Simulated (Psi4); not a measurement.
**RbNa (SMILES [Na][Rb]) at CCSD/def2-SV(P) (core potential)**

Aim: the energy change on altering one bond length of RbNa at CCSD/def2-SV(P) (core potential), from 2 runs. 

Program for the calculation: Psi4 1.11.

### 1 The molecule

RbNa has 2 atoms, charge 0, and is taken as a singlet. As SMILES, `[Na][Rb]`. The shape comes from GFN2-xTB, which is rough for such elements, and wasn't checked as a minimum.

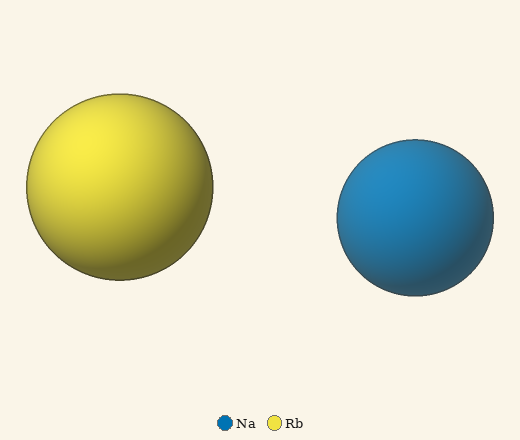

The structure, seen from a chosen angle (sodium blue, rubidium yellow).

### 2 Energy and forces at CCSD/def2-SV(P) (core potential)

calc.dat reads:

```
memory 1.6 GB

molecule molecule1 {
  Na     0.000000     0.000000     0.000000
  Rb     0.000000     0.000000     3.278080
}

set {
  scf_type pk
}

energy_value, wavefunction = gradient("ccsd/def2-SV(P)", return_wfn=True)
```

Launch:

```bash
$ psi4 -n 1 calc.dat calc.out
```

calc.out:

```text
[...]
    !!!  WARNING: ECP capability is in beta. Please check occupations closely.  !!!
[...]
  Running in c2v symmetry.
[...]
  Nuclear repulsion =   15.981472037390789
[...]
  Multiplicity = 1
[...]
  Nalpha       = 10
  Nbeta        = 10
[...]
    Number of basis functions: 39
[...]
   @RHF iter   1:  -185.52371832290174   -5.83558e-01   7.38738e-03 ADIIS/DIIS
[...]
   @RHF iter  13:  -185.58605284375716    5.68434e-14   1.62136e-11 DIIS
[...]
    Orbital Energies [Eh]
    ---------------------
    Doubly Occupied:
       1A1   -40.450647     2A1    -2.777596     3A1    -1.579675
       4A1    -1.500054     1B1    -1.498679     1B2    -1.498679
       5A1    -0.812890     2B2    -0.811090     2B1    -0.811090
       6A1    -0.146445
[...]
  @RHF Final Energy:  -185.58605284375716
   => Energetics <=
    Nuclear Repulsion Energy =             15.9814720373907893
    One-Electron Energy =                -299.3613622079041079
    Two-Electron Energy =                  97.7938373267561332
    Total Energy =                       -185.5860528437571588
[...]
 Multipole Moments:
 ------------------------------------------------------------------------------------
     Multipole            Electronic (a.u.)      Nuclear  (a.u.)        Total (a.u.)
 ------------------------------------------------------------------------------------
 L = 1.  Multiply by 2.5417464519 to convert [e a0] to [Debye]
 Dipole X            :          0.0000000            0.0000000            0.0000000
 Dipole Y            :          0.0000000            0.0000000            0.0000000
 Dipole Z            :         43.2275335          -41.7443631            1.4831704
 Magnitude           :                                                    1.4831704
[...]
      * MP2 total energy                      = -185.658743912340213
[...]
      * CCSD total energy                     = -185.671454412346947
[...]
```

It took 5.1 s on 1 thread of Intel Xeon Platinum 8375C at 2.90GHz (Ice Lake), shared host; peak memory 0.21 GiB.

### 3 The distorted shape

job.dat reads:

```
memory 1600 mb

molecule {
  0 1
  Na
  Rb 1 8.1952
}

set {
  reference rhf
  scf_type  pk
}

result, w = gradient('ccsd/def2-SV(P)', return_wfn=True)
```

Launch:

```bash
$ psi4 job.dat job.out -n 1
```

job.out:

```text
[...]
    !!!  WARNING: ECP capability is in beta. Please check occupations closely.  !!!
[...]
  Running in c2v symmetry.
[...]
  Nuclear repulsion =    6.392588814956317
[...]
  Multiplicity = 1
[...]
  Nalpha       = 10
  Nbeta        = 10
[...]
    Number of basis functions: 39
[...]
   @RHF iter   1:  -185.41835824948510   -5.73922e-01   7.70567e-03 DIIS/ADIIS
[...]
   @RHF iter  14:  -185.54810015024387   -3.12639e-13   3.72714e-11 DIIS
[...]
    Orbital Energies [Eh]
    ---------------------
    Doubly Occupied:
       1A1   -40.479570     2A1    -2.801958     3A1    -1.613037
       1B1    -1.524663     1B2    -1.524663     4A1    -1.524459
       2B2    -0.845187     2B1    -0.845187     5A1    -0.844458
       6A1    -0.106258
[...]
  @RHF Final Energy:  -185.54810015024387
   => Energetics <=
    Nuclear Repulsion Energy =              6.3925888149563175
    One-Electron Energy =                -279.6624950009548343
    Two-Electron Energy =                  87.7218060357546676
    Total Energy =                       -185.5481001502438687
[...]
 Multipole Moments:
 ------------------------------------------------------------------------------------
     Multipole            Electronic (a.u.)      Nuclear  (a.u.)        Total (a.u.)
 ------------------------------------------------------------------------------------
 L = 1.  Multiply by 2.5417464519 to convert [e a0] to [Debye]
 Dipole X            :          0.0000000            0.0000000            0.0000000
 Dipole Y            :          0.0000000            0.0000000            0.0000000
 Dipole Z            :        107.2283765         -104.3609078            2.8674687
 Magnitude           :                                                    2.8674687
[...]
      * MP2 total energy                      = -185.624645501387874
[...]
      * CCSD total energy                     = -185.651273659999134
[...]
```

It took 5.4 s on 1 thread of Intel Xeon Platinum 8375C at 2.90GHz (Ice Lake), shared host; peak memory 0.21 GiB.

### 4 Results

At CCSD/def2-SV(P) (core potential):

| quantity | value |
| --- | --- |
| first shape: total energy | -185.67145 Eh |
| first shape: HOMO energy (Hartree–Fock orbitals) | -3.98 eV |
| first shape: LUMO energy (Hartree–Fock orbitals) | 0.11 eV |
| first shape: HOMO–LUMO gap (Hartree–Fock orbitals) | 4.10 eV |
| first shape: correlation energy | -85.4 mEh |
| first shape: T1 diagnostic | 0.012 |
| first shape: largest force on an atom | 0.454 eV/Å |
| distorted shape: total energy | -185.65127 Eh |
| distorted shape: HOMO energy (Hartree–Fock orbitals) | -2.89 eV |
| distorted shape: LUMO energy (Hartree–Fock orbitals) | -0.93 eV |
| distorted shape: HOMO–LUMO gap (Hartree–Fock orbitals) | 1.96 eV |
| distorted shape: correlation energy | -103.2 mEh |
| distorted shape: T1 diagnostic | 0.060 |
| distorted shape: largest force on an atom | 0.023 eV/Å |
| energy change with the Na1–Rb2 bond stretched from 3.278 to 8.195 Å | 0.549 eV |

**Reading.** One bond (distorted shape) is far stretched, which a spin-restricted single reference describes badly; a broken-symmetry solution may lie lower. With the Na1–Rb2 bond stretched from 3.278 to 8.195 Å the energy rises by 0.55 eV (12.7 kcal/mol). The first shape isn't relaxed at this level, so the change isn't measured from a minimum. A restricted reference can't describe the breaking bond well at this length. The largest force (first shape) is 0.45 eV/Å: the shape isn't a stationary point for this species at this level. The T1 diagnostic (distorted shape) of 0.060 is above the customary mark for such species, so a single reference may not serve.
